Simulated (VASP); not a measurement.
Band structure of SrN2 (space group I4/mmm). These are PBEsol GGA with spin-orbit coupling, VASP's PBE PAW potentials (set 64) (plane waves; VASP) values and carry that method's errors.

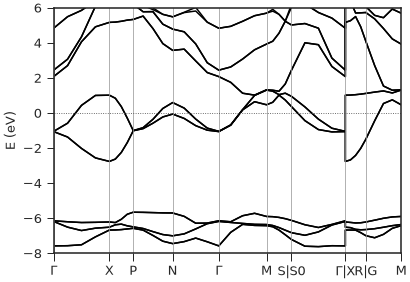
Bands along high-symmetry lines, zero at the valence-band maximum or, without a gap, the Fermi level

Read the plot: is there a gap, and where are the band edges?

It has no gap at this level: it comes out as a metal or semimetal.

The structure comes from a computed database's SrN2 entry (I4/mmm); how it stands against other phases isn't given here. It was relaxed first.
